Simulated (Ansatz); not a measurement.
**CH3NSn (SMILES N#[C][SnH3]): single points off equilibrium**

A test off equilibrium: a structure displaced at random from a GFN2-xTB minimum is computed at several levels, and each is set against CCSD(T).

The runs use Ansatz 0.2.0, Gaussian basis; single points in def2-TZVPP.

Cores are frozen in the correlated methods. Filled d shells of the heavier atoms are correlated. Core potentials replace the inner electrons past krypton, and spin-orbit coupling is left out.

### 1 The starting structure

SMILES `N#[C][SnH3]`, 6 atoms, charge 0, spin multiplicity 1.

Atoms are counted from 1 here; the program's logs count them from 0.

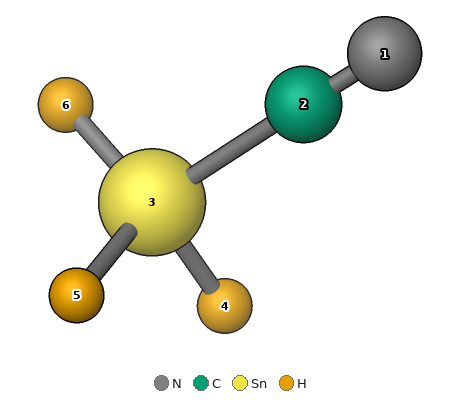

Start geometry, drawn with nitrogen grey, carbon teal, tin yellow, hydrogen amber; atoms are numbered from 1 in the order of the file.

Coordinates:

```
N     2.0997   -0.8861    1.2765
C     1.2315   -0.5802    0.7097
Sn   -0.5135    0.2804   -0.2353
H    -0.0202    1.7854   -0.5834
H    -0.6105   -0.5742   -1.9149
H    -1.7949    0.1613    0.7482
```

### 2 CCSD(T)/def2-TZVPP

Contents of run/in.yaml:

```yaml
crystal:
  periodic: [false, false, false]
  atoms:
    - {symbol: N, position_ang: [2.099700, -0.886100, 1.276500]}
    - {symbol: C, position_ang: [1.231500, -0.580200, 0.709700]}
    - {symbol: Sn, position_ang: [-0.513500, 0.280400, -0.235300]}
    - {symbol: H, position_ang: [-0.020200, 1.785400, -0.583400]}
    - {symbol: H, position_ang: [-0.610500, -0.574200, -1.914900]}
    - {symbol: H, position_ang: [-1.794900, 0.161300, 0.748200]}
basis:
  gaussian: {orbitals: def2-TZVPP}
correlation: {method: ccsd_t}
output: {forces: true}
```

No record of the launch command was kept for these runs.

### 3 PBE0-D4/def2-TZVPP

run/in.yaml, as its differences from that of step 2:

```diff
@@ -11,3 +11,3 @@
   gaussian: {orbitals: def2-TZVPP}
-correlation: {method: ccsd_t}
-output: {forces: true}
+hamiltonian: {xc: pbe0, dispersion: d4}
+output: {forces: true, orbitals: {seedname: orbitals}}
```

### 4 wB97M-V/def2-TZVPP

run/in.yaml, as its differences from that of step 3:

```diff
@@ -11,3 +11,3 @@
   gaussian: {orbitals: def2-TZVPP}
-hamiltonian: {xc: pbe0, dispersion: d4}
-output: {forces: true, orbitals: {seedname: orbitals}}
+hamiltonian: {xc: {name: wB97M-V}}
+output: {forces: true}
```

### 5 r2SCAN-D4/def2-TZVPP

run/in.yaml, as its differences from that of step 4:

```diff
@@ -11,3 +11,3 @@
   gaussian: {orbitals: def2-TZVPP}
-hamiltonian: {xc: {name: wB97M-V}}
+hamiltonian: {xc: r2scan, dispersion: d4}
 output: {forces: true}
```

### 6 PBE-D4/def2-TZVPP

run/in.yaml, as its differences from that of step 5:

```diff
@@ -11,3 +11,3 @@
   gaussian: {orbitals: def2-TZVPP}
-hamiltonian: {xc: r2scan, dispersion: d4}
+hamiltonian: {xc: pbe, dispersion: d4}
 output: {forces: true}
```

### 7 SPW92/def2-TZVPP

run/in.yaml, as its differences from that of step 6:

```diff
@@ -11,3 +11,3 @@
   gaussian: {orbitals: def2-TZVPP}
-hamiltonian: {xc: pbe, dispersion: d4}
+hamiltonian: {xc: lda}
 output: {forces: true}
```

### 8 B97M-V/def2-TZVPP

run/in.yaml, as its differences from that of step 7:

```diff
@@ -11,3 +11,3 @@
   gaussian: {orbitals: def2-TZVPP}
-hamiltonian: {xc: lda}
+hamiltonian: {xc: {name: B97M-V}}
 output: {forces: true}
```

(Steps that only read results are left out.)

What does the calculation give? Wanted: energy less free atoms, CCSD(T)/def2-TZVPP; RMS force component; RMS force error; HOMO and LUMO, PBE0-D4; T1 diagnostic.

**Answer**, as computed:

| quantity | value |
| --- | --- |
| energy less free atoms, CCSD(T)/def2-TZVPP | -18.908 eV |
| RMS force component | 3.880 to 4.442 eV/Å over the methods |
| RMS force error | PBE0-D4 0.522, wB97M-V 0.581, r2SCAN-D4 0.384, PBE-D4 0.161, SPW92 0.340, B97M-V 0.538 eV/Å |
| HOMO and LUMO, PBE0-D4 | -9.35 and -0.74 eV |
| T1 diagnostic | 0.014 |

In words: Against CCSD(T) the functionals' energies less atoms differ by -3.565 to -0.324 eV, PBE-D4 by -0.911 eV. CCSD(T) in triple zeta still lacks some correlation energy of the bonds, so part of these gaps is its own basis error and they don't rank the functionals. On forces the order runs from PBE-D4 to wB97M-V. Frozen-core CCSD(T) forces in triple zeta carry basis errors of their own, and this is one geometry, so small gaps rank nothing.
